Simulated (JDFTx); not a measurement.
TiAl(001) slab cut from bulk TiAl (space group P4/mmm, indices of the conventional cell, lattice of the Materials Project entry mp-1953, not re-optimised): 3 atoms in 3 planes, a 1x1 cell of 7.90 Å² (|a| = 2.811, |b| = 2.811 Å), 4.0 Å between the outermost planes, Al outermost, slab composition TiAl2, cell height 20.1 Å, 8×8×1 k mesh, Fermi smearing 0.01 Ha, no spin polarisation. Whether this polymorph is the ambient one wasn't checked. Neither spin polarisation nor a larger cell was tried.

All numbers are PBE, GBRV ultrasoft potentials, plane waves to 20/100 Ha results from a modified build of JDFTx, not measurements. Liquid on both sides: soft-sphere model, water, 1 M KCl; nuclei fixed. SHE scale: U = −μ/e − 4.44 V, by convention.

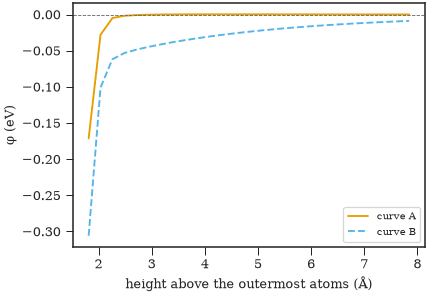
Plane-averaged electrostatic potential energy of an electron for two states of the electrode

**Question.** One curve is the neutral slab. Which, and what is the sign of the other's charge?

**Answer.** Curve A is neutral (potential of zero charge, -0.60 V). Curve B is positively charged, 13.0 μC/cm² at 0.00 V.
